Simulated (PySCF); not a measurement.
**C₅H₈GeO₂: density, localisation and related maps**

```xyz
16

C     2.2456   -0.3569   -0.1062
O     1.0890    0.2922    0.3661
C     0.1516    0.6112   -0.6566
C    -0.8891    1.4898   -0.0301
C    -1.7106    0.9100    0.8421
Ge   -1.4392   -1.0189    0.8374
C    -0.5593   -0.7171   -0.9346
O    -0.5750   -1.3093   -1.9726
H     2.0078   -1.2832   -0.6402
H     2.8444   -0.5886    0.7724
H     2.8151    0.3003   -0.7732
H     0.6449    1.0537   -1.5298
H    -0.9021    2.5410   -0.2794
H    -2.4716    1.4720    1.3600
H    -0.5491   -1.5592    1.9118
H    -2.7100   -1.8279    0.8216
```

Geometry: GFN2-xTB.

Computed with PBE0/def2-SVPD, SCF density, gas phase in PySCF 2.14.0.

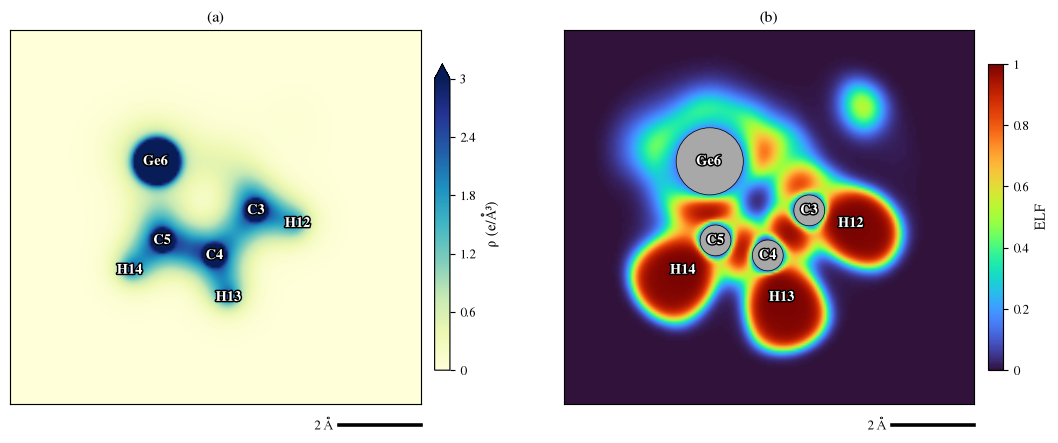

Figure 1. (a) electron density; (b) electron localisation function on the plane of atoms C5, C4 and H13. Grey discs cover the atomic cores in the ELF map.

**Read the bonding off the picture.**

The section cuts through C, Ge and H sites. C–C (1.33 Å): the density is about 2.3 e/Å³ at the midpoint; the ELF peaks at about 0.90 between the atoms (a multiple bond). C–Ge (1.95 Å): ρ at the midpoint is about 0.88 e/Å³; the ELF peaks at about 0.95 in the valence shell of C, 0.7 Å from its nucleus, and is about 0.70 at the midpoint. C–H (1.08 Å): ρ at the midpoint is about 2 e/Å³; the ELF climbs to about 1 towards the hydrogen, as it does in any bond to H (a covalent bond by its length). C–C (1.50 Å): ρ is about 1.8 e/Å³ halfway; the ELF peaks at about 0.95 between the atoms: a covalent bond.

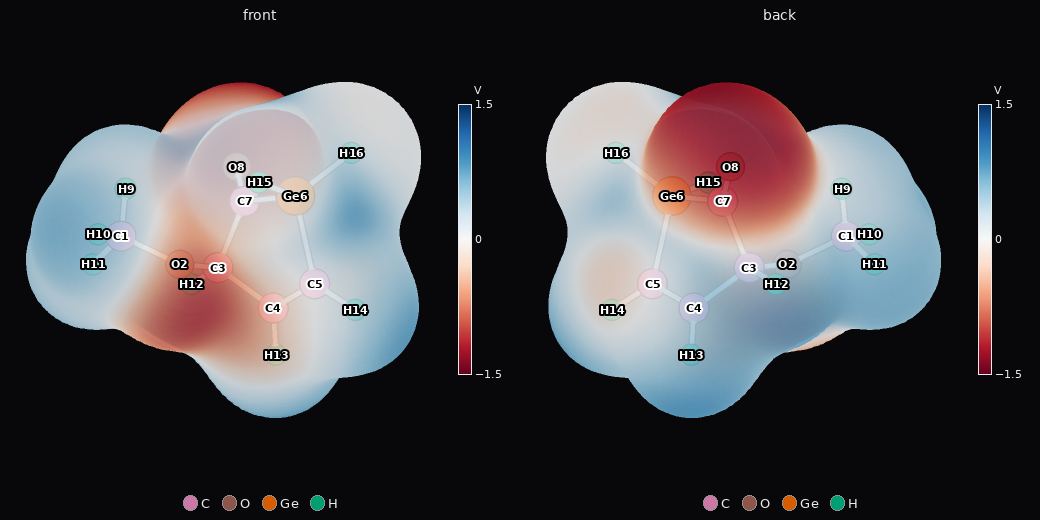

Figure 2. The molecular electrostatic potential painted on the density surface at 0.001 e/bohr³, seen from the front and from behind; red is negative and blue positive.

**Describe the electrostatic potential map.**

The most negative region (about −1.3 V) lies over O8, the most positive (about +0.8 V) over H13. O8 is the likeliest acceptor of a hydrogen bond.

**What dipole moment does the calculation give?**

Its dipole moment is 1.95 D.
